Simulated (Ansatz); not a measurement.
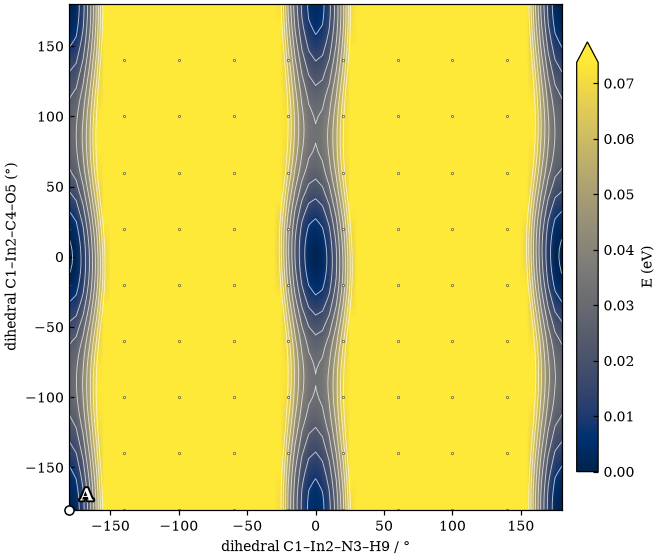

C₂H₆InNO, SMILES [CH3][In]([NH2])[CH]=O. 
- The first coordinate is: dihedral C1–In2–N3–H9; the second: dihedral C1–In2–C4–O5.
- Nothing is relaxed (all other coordinates rigid).
- Grid: 9 × 9 points.
- Energies: eV, counted from the lowest grid point.
- Level of theory: RKS B3LYP-D4/def2-SVP in Ansatz 0.2.0.

The picture shows a smooth colour map with a few white contour lines, dots at the grid points, one colour for all values above the top of the scale, the point A. Between grid points the surface is interpolated.

Question: Find the lowest pass out of the well at A.

Answer: The easiest path leads from the well at dihedral C1–In2–N3–H9 = −180°, dihedral C1–In2–C4–O5 = −180° to a well of about the same depth at about dihedral C1–In2–N3–H9 = −180°, dihedral C1–In2–C4–O5 = 0°. Its highest point lies about 0.029 eV above the bottom of the first well on the interpolated surface, at about dihedral C1–In2–N3–H9 = 180°, dihedral C1–In2–C4–O5 = 85°. The start is the relaxed structure and all else is held, so a fully relaxed path at this level can only be lower.

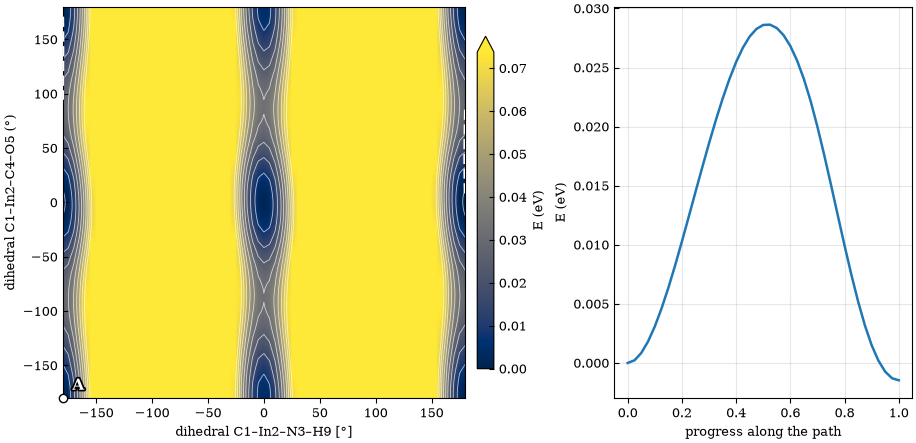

Drawn: a smooth colour map with a few white contour lines, a line along the lowest path, one colour for all values above the top of the scale, the energy along the path at the right. Between grid points the surface is interpolated.
